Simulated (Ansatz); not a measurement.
**C2H8N2SSi: frequency calculation**

C2H8N2SSi, computed with RKS PBE-D4/6-31G* (Ansatz 0.2.0).

It belongs to a series of runs on one base structure; here: vibrations at the highest image of the band. Figures and captions count atoms from 1; the log counts them from 0 in places.

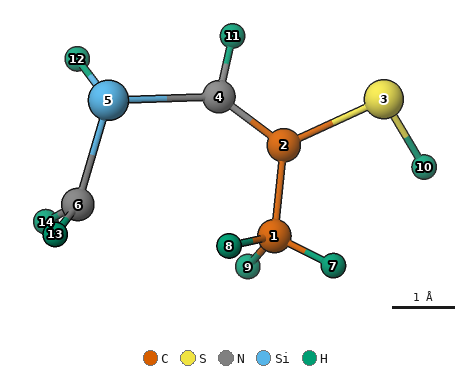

The input geometry (ball-and-stick view, seen at a tilt; atoms are numbered from 1 in the order of the input).

Input file:
```yaml
crystal:
  periodic: [false, false, false]
  atoms:
    - { symbol: C, position_ang: [-0.868807, 1.16593, -0.092908] }
    - { symbol: C, position_ang: [-1.107441, -0.213836, 0.43907] }
    - { symbol: S, position_ang: [-2.656227, -0.631886, 1.222273] }
    - { symbol: "N", position_ang: [-0.141611, -1.101838, 0.45427] }
    - { symbol: Si, position_ang: [1.792406, -1.038108, 0.478016] }
    - { symbol: "N", position_ang: [2.178038, 0.260496, -0.671456] }
    - { symbol: H, position_ang: [-1.666892, 1.864615, 0.195726] }
    - { symbol: H, position_ang: [0.106861, 1.533326, 0.276476] }
    - { symbol: H, position_ang: [-0.779595, 1.144198, -1.192172] }
    - { symbol: H, position_ang: [-3.423442, 0.251826, 0.531638] }
    - { symbol: H, position_ang: [-0.427828, -2.024271, 0.809819] }
    - { symbol: H, position_ang: [1.800733, -2.276392, -0.4331] }
    - { symbol: H, position_ang: [2.81537, 0.980968, -0.334517] }
    - { symbol: H, position_ang: [2.365634, 0.055773, -1.654434] }
basis:
  gaussian: { orbitals: "6-31G*" }
hamiltonian:
  xc: pbe
  dispersion: d4
phonons: {}
```

Run on 2 threads of Intel Xeon (Granite Rapids), 16 GiB of memory available, shared host.

Command:
```bash
ansatz run input.yaml --threads 2 --pin off --max-ram 3072MiB --backend cpu --events-out ev --progress --plain --runs-dir out
```

Log:
```
Engine: ansatz 0.2.0, x86_64-unknown-linux-gnu
Functional definition: PBE
  parameter kappa = 0.804
  parameter beta = 0.06672455060314922
  exchange = pbe_x(kappa = kappa, mu = beta*pi^2/3)
  correlation = pbe_c(beta = beta)
1462 factors; their error is unknown
mean field evaluation 1: about -23865.1567 eV, gradient 8.5e1 eV
mean field evaluation 2: about -23756.5675 eV, gradient 1.8e2 eV
mean field evaluation 4: about -23879.0584 eV, gradient 2.2e1 eV
mean field evaluation 8: about -23880.6785 eV, gradient 1.2e0 eV
mean field evaluation 16: about -23880.5738 eV, gradient 4.9e-3 eV
mean field -23880.57383104 eV, -877.5949014565 hartree, gradient 4.7e-5 eV, S^2 0.000000; 0 other end points of the search recorded, 0 dependent functions left out
the calculation of the forces begins
reference -23880.57386801 eV, -877.5949028151 hartree; 32, 32 occupied and 82, 82 virtual orbitals, 1462 factors
these checks for a lower state are left out or cut short: stability, starts, cluster_reference, orbital_swaps, neighbouring_geometries, increment
1462 factors; their error is unknown
mean field -23880.57366694 eV, -877.5948954257 hartree, gradient 2.0e-6 eV, S^2 0.000000; 0 other end points of the search recorded, 0 dependent functions left out
[... from here on the field's lines of each further geometry are left out, up to the last ...]
the calculation of the forces begins
reference -23880.57373715 eV, -877.5948980062 hartree; 32, 32 occupied and 82, 82 virtual orbitals, 1462 factors
these checks for a lower state are left out or cut short: stability, starts, cluster_reference, orbital_swaps, neighbouring_geometries, increment
1462 factors; their error is unknown
mean field -23880.57371500 eV, -877.5948971919 hartree, gradient 1.5e-6 eV, S^2 0.000000; 0 other end points of the search recorded, 0 dependent functions left out
the calculation of the forces begins
reference -23880.57375195 eV, -877.5948985499 hartree; 32, 32 occupied and 82, 82 virtual orbitals, 1462 factors
WARN: phonons: modes at or below zero, which the zero-point energy, F, S and C_V leave out: 1, the lowest at -153.31 cm⁻¹. A minimum has none, and a first-order saddle one
Total energy: -23880.94978594 eV, -877.6087175442 hartree
Atom 0 at    -0.868807     1.165930    -0.092908 Å, force     0.012184    -0.000481     0.024212 eV/Å
Atom 1 at    -1.107441    -0.213836     0.439070 Å, force     0.012649    -0.013101     0.002261 eV/Å
Atom 2 at    -2.656227    -0.631886     1.222273 Å, force    -0.001620     0.001611    -0.018080 eV/Å
Atom 3 at    -0.141611    -1.101838     0.454270 Å, force    -0.005020     0.042205     0.003610 eV/Å
Atom 4 at     1.792406    -1.038108     0.478016 Å, force     0.004853     0.010287    -0.031651 eV/Å
Atom 5 at     2.178038     0.260496    -0.671456 Å, force     0.011138    -0.008728     0.019901 eV/Å
Atom 6 at    -1.666892     1.864615     0.195726 Å, force    -0.001483     0.008977     0.005106 eV/Å
Atom 7 at     0.106861     1.533326     0.276476 Å, force    -0.008519    -0.014804    -0.014341 eV/Å
Atom 8 at    -0.779595     1.144198    -1.192172 Å, force    -0.011565    -0.000412    -0.009248 eV/Å
Atom 9 at    -3.423442     0.251826     0.531638 Å, force     0.003622     0.000156     0.002656 eV/Å
Atom 10 at    -0.427828    -2.024271     0.809819 Å, force    -0.005851    -0.023521     0.005918 eV/Å
Atom 11 at     1.800733    -2.276392    -0.433100 Å, force    -0.005361    -0.018619     0.014572 eV/Å
Atom 12 at     2.815370     0.980968    -0.334517 Å, force    -0.005561     0.008112    -0.009121 eV/Å
Atom 13 at     2.365634     0.055773    -1.654434 Å, force     0.000533     0.008319     0.004203 eV/Å
Dipole moment:    -0.606506     0.433503    -0.371721 e Å
Vibrations: -153.31 36.77 127.21 171.37 173.01 204.78 294.02 365.00 384.33 406.37 462.81 552.78 627.78 669.93 755.85 773.59 799.64 895.59 924.79 1001.49 1011.97 1095.09 1364.66 1383.69 1435.89 1451.19 1545.78 1581.63 1974.00 2623.78 2983.62 3048.53 3100.47 3400.62 3465.39 3570.54 cm⁻¹, zero-point energy 2.768811 eV
```

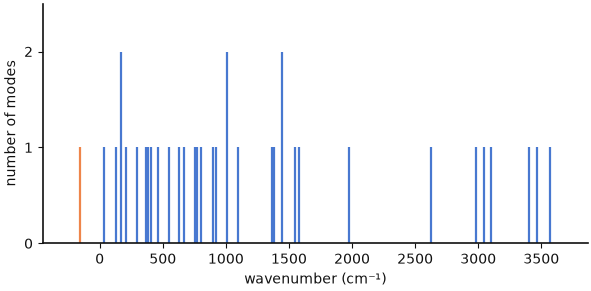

Harmonic vibrational wavenumbers from the force constants; neighbouring modes closer than 17 cm⁻¹ are counted in one stick, and imaginary ones are drawn at negative wavenumbers. 36 modes from 153i to 3571 cm⁻¹, 1 imaginary beyond 8i (153i cm⁻¹): a first-order saddle point, if the geometry is stationary.

Key numbers:

| quantity | value |
| --- | --- |
| outcome | converged |
| total energy | −23880.9498 eV |
| mean-field energy | −23880.5739 eV |
| largest force (length of the vector) | 0.043 eV/Å |
| wall time | 89 s (CPU time 2.8 min) |
| peak memory | 0.19 GiB |
